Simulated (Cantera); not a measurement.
Input: 1 mol Pb, 0.28 mol H2O, 61 mol N2, at 0.653 Torr.

Method: chemical equilibrium by Gibbs-energy minimisation in Cantera with the NASA 1993 tables (ideal gas, pure condensed phases). Candidate condensed phases: H2O, Pb, PbO, PbO2, Pb3O4; 27 gas species. The numbers say what is thermodynamically allowed, not how fast it happens.

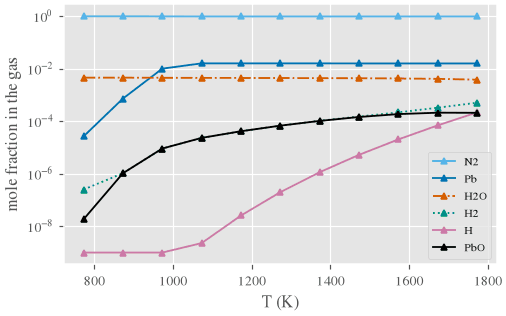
Figure. Equilibrium gas composition (values under 1e-9 drawn at 1e-9)

From 773 K to 973 K the condensed part is Pb(l). From 1073 K to 1773 K nothing is condensed. The main Pb-bearing gas is Pb throughout.
